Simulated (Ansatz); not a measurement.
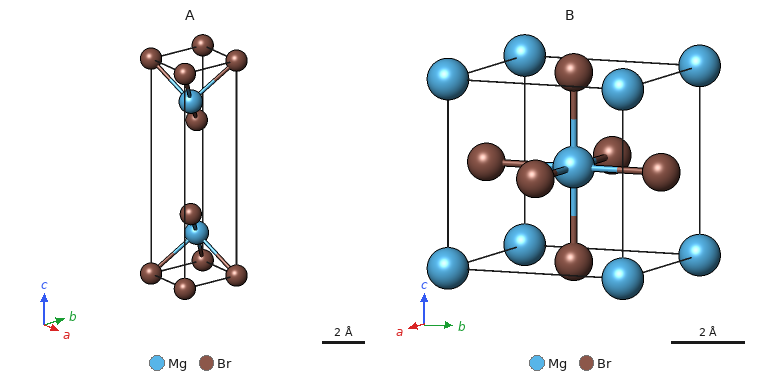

Two structures of Mg2Br3, each relaxed to rest (conventional cells in solid outline, small ones repeated, not to one scale). Method: Ansatz 0.2.0, DFT PBE, scalar-relativistic, plane waves, PAW, without spin polarisation.

> What are the two structures?

A: 5 atoms a cell on a primitive hexagonal lattice, P-3m1. B: 5 atoms a cell on a primitive cubic lattice, Pm-3m.

> Which of the two does the method prefer?

A is lower, by 140 meV/atom at this level of theory (energies at zero smearing). Volumes: A 30.7, B 29.1 Å³/atom.

One or both may be structure types tried for this composition rather than known phases.
